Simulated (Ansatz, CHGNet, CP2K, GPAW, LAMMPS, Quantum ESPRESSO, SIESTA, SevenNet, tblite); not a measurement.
# CP2K on amorphous Hg30S21Se9 (60 atoms): settings against a plane-wave reference

Aim: run amorphous Hg30S21Se9 (60 atoms) in CP2K and see how near its forces come to a plane-wave reference, and at what cost.

Program: CP2K 2026.2. Level of theory: the method is named at each step. Results are calculated unless marked as measured.

### Step 1. The starting structure

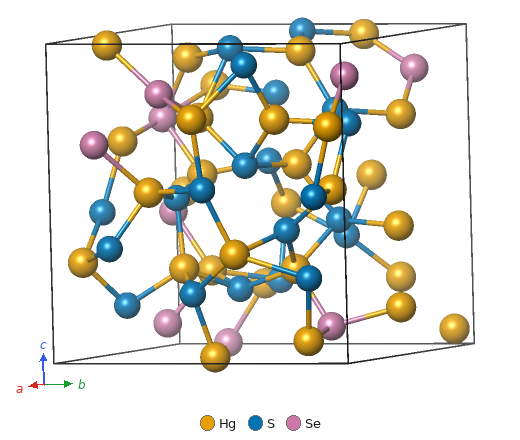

The starting structure, seen slightly off an axis (mercury orange, sulfur blue, selenium pink). Bonds to atoms that aren't drawn are left out.

The cell holds 60 atoms: 30 Hg, 21 S and 9 Se. Cell: a = 11.895 Å, b = 11.895 Å, c = 11.895 Å, α = 90.0°, β = 90.0°, γ = 90.0°. 60 atoms (30 Hg, 21 S, 9 Se) placed at random at 7.3 g/cm³, melted at 2500 K for 10 ps at fixed volume with the Stillinger-Weber II-VI potential (Zhou et al., Phys. Rev. B 88, 085309 (2013)). Quenched from 2500 K to 300 K at 3 K/ps and fixed volume, held 5 ps, then minimised at fixed cell.

The yardstick, on the same geometry:

| Property | Result |
| --- | --- |
| method | Kohn-Sham DFT, PBE, PAW, plane waves (Ansatz 0.2.0); cutoff 420 eV, Γ point, fermi-dirac smearing of 0.05 eV; PAW set soft_2 |
| r.m.s. force component | 0.4119 eV/Å |
| longest force | 1.588 eV/Å |
| pressure | 0.5219 GPa |
| SCF cycles | 12 |
| time | 21 s on 8 threads of Arm Neoverse V1, shared host |
| CPU time | 2.3 min |

### Step 2. PBE, DZVP-MOLOPT-SR, 600/60 Ry, diagonalisation

Method: Kohn-Sham DFT, PBE, GTH-PBE pseudopotentials, Gaussian and plane waves, DZVP-MOLOPT-SR-GTH, diagonalisation.

The input, input.inp:

```
&GLOBAL
  PROJECT cell
  RUN_TYPE ENERGY_FORCE
  PRINT_LEVEL LOW
&END GLOBAL
&FORCE_EVAL
  METHOD QS
  STRESS_TENSOR ANALYTICAL
  &DFT
    BASIS_SET_FILE_NAME BASIS_MOLOPT
    POTENTIAL_FILE_NAME GTH_POTENTIALS
    &MGRID
      CUTOFF 600
      REL_CUTOFF 60
      NGRIDS 5
    &END MGRID
    &QS
      EPS_DEFAULT 1.0E-12
    &END QS
    &SCF
      SCF_GUESS ATOMIC
      EPS_SCF 5.0E-06
      MAX_SCF 200
      ADDED_MOS 14
      &DIAGONALIZATION
        ALGORITHM STANDARD
      &END DIAGONALIZATION
      &SMEAR ON
        METHOD FERMI_DIRAC
        ELECTRONIC_TEMPERATURE [K] 580
      &END SMEAR
      &MIXING
        METHOD BROYDEN_MIXING
        ALPHA 0.3
        NBROYDEN 12
      &END MIXING
      &PRINT
        &RESTART OFF
        &END RESTART
      &END PRINT
    &END SCF
    &XC
      &XC_FUNCTIONAL PBE
      &END XC_FUNCTIONAL
    &END XC
    &PRINT
      &MULLIKEN ON
      &END MULLIKEN
      &HIRSHFELD ON
        SHAPE_FUNCTION DENSITY
      &END HIRSHFELD
      &MO ON
        EIGENVALUES T
        OCCUPATION_NUMBERS T
        MO_INDEX_RANGE 259 282
        &EACH
          QS_SCF 0
        &END EACH
        ADD_LAST NUMERIC
      &END MO
    &END PRINT
  &END DFT
  &SUBSYS
    &CELL
      A 11.89490 0.00000 0.00000
      B 0.00000 11.89490 0.00000
      C 0.00000 0.00000 11.89490
    &END CELL
    &COORD
      SCALED
      Hg 0.07001 0.78688 0.21352
      Hg 0.06669 0.68095 0.97269
      Hg 0.95640 0.46892 0.76005
      Hg 0.50280 0.97084 0.14502
      Hg 0.73983 0.65799 0.74687
      Hg 0.72809 0.84180 0.52689
      Hg 0.51707 0.62223 0.26623
      Hg 0.79160 0.11802 0.98247
      Hg 0.43066 0.61959 0.94235
      Hg 0.32036 0.25321 0.24960
      Hg 0.42898 0.93780 0.39559
      Hg 0.75135 0.44220 0.00462
      Hg 0.44264 0.60232 0.58886
      Hg 0.07053 0.05949 0.48075
      Hg 0.86772 0.56686 0.33219
      Hg 0.85264 0.27396 0.52592
      Hg 0.76987 0.76878 0.05609
      Hg 0.01097 0.29852 0.18980
      Hg 0.12872 0.42830 0.44747
      Hg 0.15078 0.20781 0.81813
      Hg 0.79389 0.01922 0.30316
      Hg 0.41824 0.23149 0.92134
      Hg 0.61126 0.34534 0.74479
      Hg 0.64168 0.29702 0.27505
      Hg 0.95151 0.93143 0.73768
      Hg 0.14150 0.99522 0.05511
      Hg 0.04613 0.68580 0.53091
      Hg 0.29688 0.89770 0.73692
      Hg 0.59100 0.07616 0.67013
      Hg 0.40632 0.26527 0.55514
      S 0.93663 0.17202 0.35492
      S 0.62841 0.27196 0.49486
      S 0.94449 0.87302 0.51763
      S 0.47549 0.41349 0.20158
      S 0.43646 0.73484 0.75825
      S 0.92134 0.48433 0.53763
      S 0.53329 0.42503 0.95729
      S 0.81903 0.40022 0.20565
      S 0.64182 0.86644 0.72920
      S 0.66703 0.11123 0.16143
      S 0.85891 0.81323 0.25758
      S 0.65374 0.51740 0.59784
      S 0.23106 0.54221 0.99299
      S 0.39127 0.71958 0.41201
      S 0.18896 0.42907 0.21192
      S 0.16193 0.41805 0.79451
      S 0.68618 0.66715 0.39692
      S 0.62385 0.01627 0.45022
      S 0.86071 0.61111 0.92487
      S 0.29293 0.44353 0.59030
      S 0.16638 0.64747 0.35002
      Se 0.54677 0.75201 0.08846
      Se 0.01546 0.17157 0.00509
      Se 0.12118 0.87189 0.86956
      Se 0.29042 0.11427 0.43231
      Se 0.36434 0.11804 0.72884
      Se 0.33551 0.10455 0.08520
      Se 0.81390 0.29904 0.83138
      Se 0.78210 0.91837 0.88617
      Se 0.98236 0.14767 0.68273
    &END COORD
    &KIND Hg
      BASIS_SET DZVP-MOLOPT-SR-GTH-q12
      POTENTIAL GTH-PBE-q12
    &END KIND
    &KIND S
      BASIS_SET DZVP-MOLOPT-SR-GTH-q6
      POTENTIAL GTH-PBE-q6
    &END KIND
    &KIND Se
      BASIS_SET DZVP-MOLOPT-SR-GTH-q6
      POTENTIAL GTH-PBE-q6
    &END KIND
  &END SUBSYS
  &PRINT
    &FORCES ON
    &END FORCES
    &STRESS_TENSOR ON
    &END STRESS_TENSOR
  &END PRINT
&END FORCE_EVAL
```

The run is started by

```console
OMP_NUM_THREADS=2 cp2k.psmp -i input.inp > output.txt
```

Numbers of over 12 decimals in the logs are rounded to 6 here.

Output:

```text
CP2K| version string:                                       CP2K version 2026.2
 CP2K| Input file name                                                 input.inp
 GLOBAL| Basis set file name                                        BASIS_MOLOPT
 GLOBAL| Potential file name                                      GTH_POTENTIALS
 GLOBAL| Run type                                                   ENERGY_FORCE
 GLOBAL| Total number of message passing processes                             1
 GLOBAL| Number of threads for this process                                    2
 TOTAL NUMBERS AND MAXIMUM NUMBERS
  Total number of            - Atomic kinds:                                   3
                             - Atoms:                                         60
                             - Shell sets:                                    60
                             - Shells:                                       360
                             - Primitive Cartesian functions:                300
                             - Cartesian basis functions:                   1320
                             - Spherical basis functions:                   1140
  Maximum angular momentum of- Orbital basis functions:                        3
                             - Local part of the GTH pseudopotential:          0
                             - Non-local part of the GTH pseudopotential:      4
 SCF PARAMETERS         Density guess:                                    ATOMIC
                        max_scf:                                             200
                        eps_scf:                                        5.00E-06
                        added MOs                                        14    0
                        Mixing method:                            BROYDEN_MIXING
                                                charge density mixing in g-space
                        Smear method:                                FERMI_DIRAC
                        Electronic temperature [K]:                        580.0
                        Electronic temperature [a.u.]:                  1.84E-03
                        Accuracy threshold:                             1.00E-10
 Extrapolation method: initial_guess
 Number of electrons:                                                        540
 Number of occupied orbitals:                                                270
 Number of molecular orbitals:                                               284
 Number of orbital functions:                                               1140
 Number of independent orbital functions:                                   1140
 SCF WAVEFUNCTION OPTIMIZATION
  Step     Update method      Time    Convergence         Total energy    Change
     1 NoMix/Diag. 0.30E+00    6.4     1.31122754     -1535.4432561059 -1.54E+03
     2 Broy./Diag. 0.30E+00    8.5     0.70573617     -1536.8641570657 -1.42E+00
     3 Broy./Diag. 0.30E+00    8.7     0.53193466     -1536.0104434477  8.54E-01
     4 Broy./Diag. 0.30E+00    8.7     0.42596304     -1534.6337230643  1.38E+00
[...]
19 Broy./Diag. 0.30E+00    9.3     0.00000527     -1532.7085390932 -6.02E-05
    20 Broy./Diag. 0.30E+00    9.3     0.00000303     -1532.7085361284  2.96E-06
  *** SCF run converged in    20 steps ***
  Electronic density on regular grids:       -540.0000000000        0.0000000000
  Core density on regular grids:              539.9999999992       -0.0000000008
  Total charge density on r-space grids:       -0.0000000008
  Total charge density g-space grids:          -0.0000000008
  Overlap energy of the core charge distribution:               1.95186e-08
  Self energy of the core charge distribution:              -2824.965367
  Core Hamiltonian energy:                                    811.070470
  Hartree energy:                                             724.814806
  Exchange-correlation energy:                               -243.621725
  Electronic entropic energy:                                  -0.00672091
  Fermi energy:                                                 0.145960
  Total energy:                                             -1532.708536
  Total energy (extrapolated to T->0):                      -1532.705176
 MO| EIGENVALUES AND OCCUPATION NUMBERS
 MO|
 MO|  Index      Eigenvalue [a.u.]        Eigenvalue [eV]             Occupation
 MO|    259               0.108021               2.939405               2.000000
 MO|    260               0.109830               2.988637               2.000000
 MO|    261               0.113812               3.096995               2.000000
[...]
MO|    281               0.183623               4.996623               0.000000
 MO|    282               0.188190               5.120923               0.000000
 MO| Sum:                                                             540.000000
 MO| E(Fermi):            0.145960 a.u.          3.971766 eV
 !-----------------------------------------------------------------------------!
                     Mulliken Population Analysis
 #  Atom  Element  Kind  Atomic population                           Net charge
       1     Hg       1         12.017099                             -0.017099
       2     Hg       1         11.950026                              0.049974
       3     Hg       1         12.006302                             -0.006302
[...]
59     Se       3          5.963765                              0.036235
      60     Se       3          6.054150                             -0.054150
 # Total charge                            540.000000                  0.000000
 !-----------------------------------------------------------------------------!
 !-----------------------------------------------------------------------------!
                           Hirshfeld Charges
  #Atom  Element  Kind  Ref Charge     Population                    Net charge
      1       Hg     1      12.000         11.884                         0.116
      2       Hg     1      12.000         11.787                         0.213
      3       Hg     1      12.000         11.774                         0.226
[...]
59       Se     3       6.000          6.123                        -0.123
     60       Se     3       6.000          6.224                        -0.224
  Total Charge                                                            0.000
 !-----------------------------------------------------------------------------!
 ENERGY| Total FORCE_EVAL ( QS ) energy [hartree]          -1532.708508
 FORCES| Atomic forces [hartree/bohr]
 FORCES|   Atom     x               y               z               |f|
 FORCES|      1  9.89554571E-03  6.84540398E-03 -3.88984378E-03   1.26456421E-02
 FORCES|      2  1.32885150E-02 -1.07876303E-02  3.31646020E-03   1.74343485E-02
 FORCES|      3  8.26561059E-03 -7.48625220E-03  9.45614309E-04   1.11918934E-02
[...]
FORCES|     59 -7.22945492E-03  2.60519433E-03 -1.59489859E-02   1.77037343E-02
 FORCES|     60  7.24426456E-04 -5.42873052E-03 -1.55080925E-02   1.64467882E-02
 FORCES| Sum     1.30870368E-05 -5.30699487E-06 -1.10771433E-05
 FORCES| Total atomic force                                       1.79481985E-05
 STRESS| Analytical stress tensor [bar]
 STRESS|                        x                   y                   z
 STRESS|      x        1.09788958165E+04  -3.85748261589E+03   2.13896668396E+03
 STRESS|      y       -3.85748261589E+03   7.69857065262E+03  -3.65188384831E+02
 STRESS|      z        2.13896668396E+03  -3.65188384831E+02   1.17324123575E+04
 STRESS| 1/3 Trace                                             1.01366262756E+04
```

It took 3.5 min on 2 threads of Arm Neoverse V1, shared host; peak memory 4.8 GiB; 6.5 min of CPU time.

Banners, paths, timers and routine set-up lines are dropped from the logs unmarked, and long logs keep their key lines alone; longer cuts are marked.

Compared with the plane-wave run:

* r.m.s. force component: 0.4212 eV/Å
* r.m.s. difference of force components: 37.62 meV/Å
* longest difference of force vectors: 160.8 meV/Å
* force difference over r.m.s. force: 9.134 %
* slope of forces against the reference's: 1.019
* correlation of force components: 0.9962
* pressure: 1.014 GPa
* pressure difference: 0.4918 GPa

Length of the force difference by element (eV/Å):

| element | atoms | mean | most |
| --- | --- | --- | --- |
| Hg | 30 | 0.072 | 0.16 |
| S | 21 | 0.044 | 0.13 |
| Se | 9 | 0.045 | 0.086 |

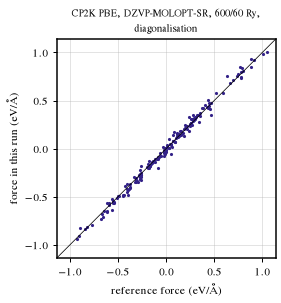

Force components against those of the reference; the line marks equality.

Local excerpt of 9 atoms (numbers count through the whole input) about S45, which bears the longest force; x, y, z are measured from there.

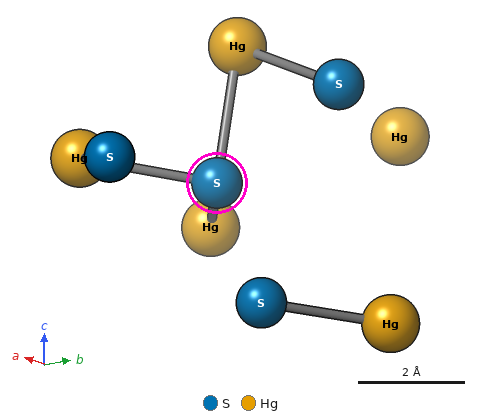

The atoms of the table, within 4.4 Å (arrows a, b, c point along x, y, z); some may hide others; the central atom is ringed.

| atom | x | y | z | distance (Å) | bonds | Hirshfeld charge (e) | Fx | Fy | Fz (eV/Å) |
| --- | --- | --- | --- | --- | --- | --- | --- | --- | --- |
| S45 | 0.00 | 0.00 | 0.00 | 0.00 | 3 | -0.20 | -0.91 | -0.94 | 0.92 |
| Hg18 | -2.12 | -1.55 | -0.26 | 2.64 | 4 | 0.21 | 0.85 | 0.45 | -0.14 |
| Hg10 | 1.56 | -2.09 | 0.45 | 2.65 | 4 | 0.20 | -0.28 | 0.93 | 0.31 |
| Hg19 | -0.72 | -0.01 | 2.80 | 2.89 | 4 | 0.21 | 0.25 | 0.18 | -0.68 |
| S43 | 0.50 | 1.35 | -2.60 | 2.97 | 2 | -0.18 | -0.49 | -0.04 | 0.03 |
| S51 | -0.27 | 2.60 | 1.64 | 3.09 | 3 | -0.20 | -0.57 | 0.27 | 0.30 |
| S34 | 3.41 | -0.19 | -0.12 | 3.42 | 3 | -0.27 | 0.47 | 0.20 | 0.41 |
| Hg2 | -1.45 | 3.00 | -2.85 | 4.38 | 3 | 0.21 | 0.68 | -0.55 | 0.17 |
| Hg15 | -3.82 | 1.64 | 1.43 | 4.40 | 3 | 0.26 | -0.52 | 0.14 | 0.01 |

Forces lie 9.1 % from the reference's, at 2.8 times its CPU time (on 2 against 8 cores).

### Step 3. PBE, SZV-MOLOPT-SR, 600/60 Ry, diagonalisation

Method: Kohn-Sham DFT, PBE, GTH-PBE pseudopotentials, Gaussian and plane waves, SZV-MOLOPT-SR-GTH, diagonalisation.

Changes to input.inp since step 2:

```diff
@@ -68,8 +68,8 @@
     &END CELL
-    &COORD
-      SCALED
-[... 60 atom lines left out: the same atoms as in the first run ...]
-    &END COORD
+    &TOPOLOGY
+      COORD_FILE_NAME structure.xyz
+      COORD_FILE_FORMAT XYZ
+    &END TOPOLOGY
     &KIND Hg
-      BASIS_SET DZVP-MOLOPT-SR-GTH-q12
+      BASIS_SET SZV-MOLOPT-SR-GTH-q12
       POTENTIAL GTH-PBE-q12
@@ -77,3 +77,3 @@
     &KIND S
-      BASIS_SET DZVP-MOLOPT-SR-GTH-q6
+      BASIS_SET SZV-MOLOPT-SR-GTH-q6
       POTENTIAL GTH-PBE-q6
@@ -81,3 +81,3 @@
     &KIND Se
-      BASIS_SET DZVP-MOLOPT-SR-GTH-q6
+      BASIS_SET SZV-MOLOPT-SR-GTH-q6
       POTENTIAL GTH-PBE-q6
```

The input, structure.xyz:

```xyz
60

Hg 0.83276 9.35986 2.53980
Hg 0.79327 8.09983 11.57005
Hg 11.37628 5.57776 9.04072
Hg 5.98076 11.54804 1.72500
Hg 8.80020 7.82673 8.88394
Hg 8.66056 10.01313 6.26730
Hg 6.15050 7.40136 3.16678
Hg 9.41600 1.40384 11.68638
Hg 5.12266 7.36996 11.20916
Hg 3.81065 3.01191 2.96897
Hg 5.10267 11.15504 4.70550
Hg 8.93723 5.25992 0.05495
Hg 5.26516 7.16454 7.00443
Hg 0.83895 0.70763 5.71847
Hg 10.32144 6.74274 3.95137
Hg 10.14207 3.25873 6.25577
Hg 9.15753 9.14456 0.66718
Hg 0.13049 3.55087 2.25765
Hg 1.53111 5.09459 5.32261
Hg 1.79351 2.47188 9.73157
[... 36 atom lines left out ...]
Se 3.99086 1.24361 1.01345
Se 9.68126 3.55705 9.88918
Se 9.30300 10.92392 10.54090
Se 11.68507 1.75652 8.12101
```

The run is started by

```console
OMP_NUM_THREADS=1 cp2k.psmp -i input.inp > output.txt
```

Output:

```text
CP2K| version string:                                       CP2K version 2026.2
 CP2K| Input file name                                                 input.inp
 GLOBAL| Basis set file name                                        BASIS_MOLOPT
 GLOBAL| Potential file name                                      GTH_POTENTIALS
 GLOBAL| Run type                                                   ENERGY_FORCE
 GLOBAL| Total number of message passing processes                             1
 GLOBAL| Number of threads for this process                                    1
 TOTAL NUMBERS AND MAXIMUM NUMBERS
  Total number of            - Atomic kinds:                                   3
                             - Atoms:                                         60
[... lines left out ...]
                        Smear method:                                FERMI_DIRAC
[... lines left out ...]
 Number of electrons:                                                        540
[... lines left out ...]
  Step     Update method      Time    Convergence         Total energy    Change
[... lines left out ...]
  *** SCF run converged in    23 steps ***
[... lines left out ...]
  Fermi energy:                                                 0.178795
  Total energy:                                             -1530.607178
  Total energy (extrapolated to T->0):                      -1530.603669
[... lines left out ...]
 MO| E(Fermi):            0.178795 a.u.          4.865250 eV
[... lines left out ...]
 !-----------------------------------------------------------------------------!
 !-----------------------------------------------------------------------------!
                           Hirshfeld Charges
  #Atom  Element  Kind  Ref Charge     Population                    Net charge
      1       Hg     1      12.000         11.975                         0.025
      2       Hg     1      12.000         11.867                         0.133
      3       Hg     1      12.000         11.840                         0.160
[...]
59       Se     3       6.000          6.129                        -0.129
     60       Se     3       6.000          6.231                        -0.231
  Total Charge                                                            0.000
 !-----------------------------------------------------------------------------!
 ENERGY| Total FORCE_EVAL ( QS ) energy [hartree]          -1530.607179
 FORCES| Atomic forces [hartree/bohr]
 FORCES|   Atom     x               y               z               |f|
 FORCES|      1  1.22980693E-02  6.48943066E-03 -4.68801057E-03   1.46742176E-02
 FORCES|      2  1.28818909E-02 -2.30699527E-02  9.65556075E-03   2.81317558E-02
 FORCES|      3  1.52554649E-02 -1.79535768E-03 -2.63244580E-03   1.55846813E-02
[...]
FORCES|     59 -4.89061577E-03  4.70294447E-03 -9.36551910E-03   1.15649798E-02
 FORCES|     60  1.61334550E-03 -4.55969314E-03 -1.84134408E-02   1.90380799E-02
 FORCES| Sum     5.07789337E-06 -7.22886214E-06 -2.48446811E-05
 FORCES| Total atomic force                                       2.63685348E-05
 STRESS| Analytical stress tensor [bar]
 STRESS|                        x                   y                   z
 STRESS|      x        1.90594630204E+04  -7.84508129055E+03   3.94107951660E+03
 STRESS|      y       -7.84508129055E+03   1.77279147555E+04   1.65356113479E+02
 STRESS|      z        3.94107951660E+03   1.65356113479E+02   2.23771272210E+04
 STRESS| 1/3 Trace                                             1.97215016656E+04
```

It took 3.8 min on 1 thread; peak memory 4.5 GiB.

Numbers from this run, and their distance from the reference:

| Quantity | Value |
| --- | --- |
| r.m.s. force component | 0.6192 eV/Å |
| r.m.s. difference of force components | 320.9 meV/Å |
| longest difference of force vectors | 1273 meV/Å |
| force difference over r.m.s. force | 77.91 % |
| slope of forces against the reference's | 1.327 |
| correlation of force components | 0.8824 |
| pressure | 1.972 GPa |
| pressure difference | 1.45 GPa |

This is a coarse setting, run to see what it loses.

Against the first run (9.1 %), the force difference from the reference is 78 %, at 0.59 times the CPU time (on 1 against 2 cores), with 390 basis functions against 1140: the smaller basis costs accuracy.

[end of part 1 of 3]

[Also dropped from logs without a mark: logging warnings of Python, and SIESTA's first energy breakdown and zero terms.]

[Logs are printed without paths, hosts, clocks, repeated set-up lines and the standing remarks that a program may print on its own settings, such as how far it seeks lower states.]

[Hosts, paths, dates, database ids (printed as entryN), source tags and the programs' standing remarks are cut or masked in the printed files.]
